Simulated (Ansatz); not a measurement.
## Electronic structure of CH$_{3}$Ga···HBr in real space

| atom | x (Å) | y (Å) | z (Å) |
| --- | --- | --- | --- |
| Ga | 0.0604 | -0.2928 | -0.3057 |
| Br | 0.6494 | -2.9137 | -3.0674 |
| H | 0.4237 | -1.9158 | -2.0149 |
| C | -0.2395 | 1.0796 | 1.1359 |
| H | -1.2327 | 0.9676 | 1.5847 |
| H | -0.1651 | 2.0956 | 0.7328 |
| H | 0.5038 | 0.9794 | 1.9346 |

The product side of a reaction path; geometry: PBE0-D4/def2-TZVP.

These are results of RKS PBE0-D4/def2-TZVPP (Ansatz), not measurements.

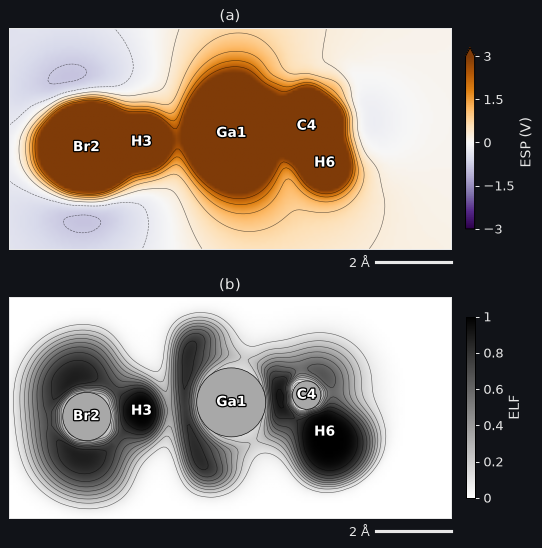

Figure 1. (a) molecular electrostatic potential; (b) ELF on the plane of atoms Ga1, C4 and H6. Grey discs cover the atomic cores in the ELF map.

What do the fields say about this system?

Atoms in the plane: Ga, Br, H and C. Ga1···H3 (2.38 Å): the ELF climbs to about 1 towards the hydrogen. C–Ga (2.01 Å): the ELF peaks at about 0.90 in the valence shell of C, 0.7 Å from its nucleus, and is about 0.55 at the midpoint. C–H (1.10 Å): the ELF climbs to about 1 towards the hydrogen (an ordinary covalent bond to hydrogen). Br–H (1.47 Å): the ELF climbs to about 1 towards the hydrogen. The ELF also peaks beside Br2, away from the bonds: lone-pair regions. Outside the dense part of the complex the potential is most negative (−0.9 V) near Br2.

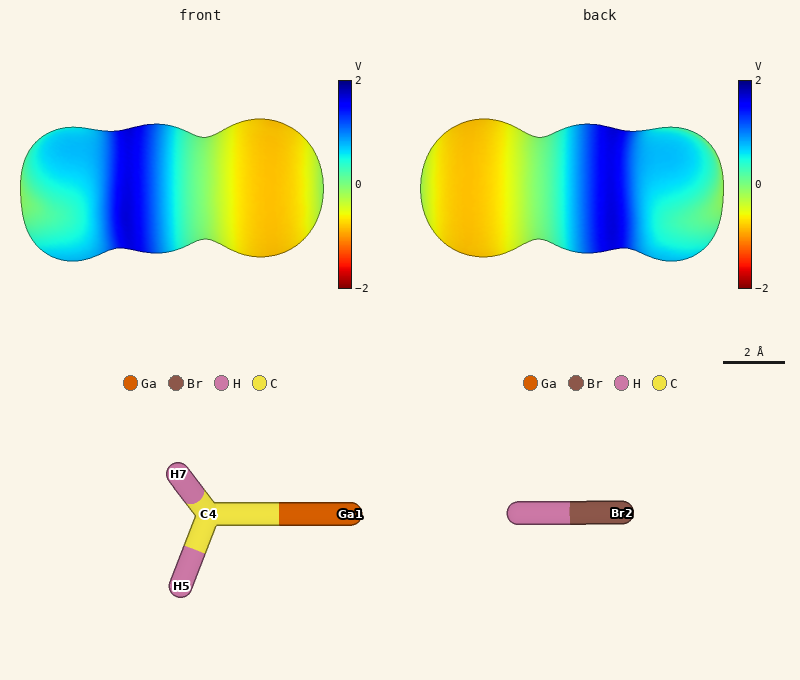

Figure 2. The molecular electrostatic potential painted on the density surface at 0.001 e/bohr³, seen from the front and from behind; red is negative and blue positive. The bare structure is drawn below in the same view.

Which sites attract a positive test charge, and which a negative one?

A positive charge is drawn to the negative regions and a negative charge to the positive ones. The most negative region (about −0.8 V) lies over Br2, the most positive (about +1.7 V) over Ga1.

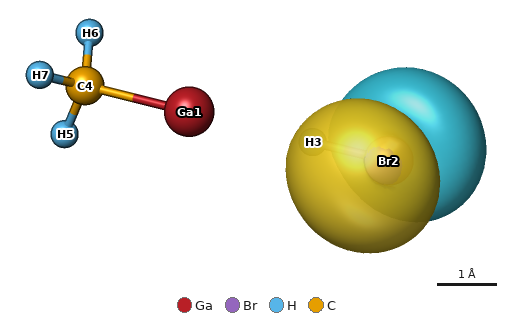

Figure 3. The HOMO−1 at ±0.1 Å⁻³ᐟ² (yellow and cyan are the two phases), seen at a tilt.

Describe this orbital and give its energy.

It lies mainly on Br2 (about 95 %); largely a lone pair of Br2. Its energy is −7.97 eV.
